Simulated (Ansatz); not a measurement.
**ZnO: thickness series**

Start from ZnO in the wurtzite structure (space group P6_3mc, No. 186; a = 3.230 Å, c = 5.215 Å). Axes: x lies along a and z along c of the hexagonal cell.

Free-standing slabs (4 atom(s) a layer) normal to the y axis with 15 Å of vacuum; in-plane cell held at bulk.

Computed with Kohn–Sham DFT with the PBEsol functional, run in Ansatz (a program for electronic structure) with PAW and 420 eV plane waves, without spin-orbit coupling.

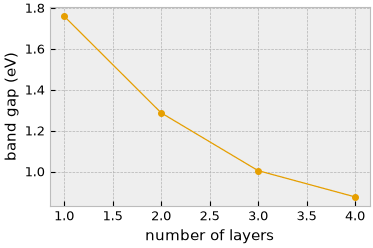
*Band gap against number of layers*

| number of layers | band gap |
|---|---|
| 1 | 1.76 eV |
| 2 | 1.29 eV |
| 3 | 1.00 eV |
| 4 | 0.88 eV |

Stability against distortions was not tested.
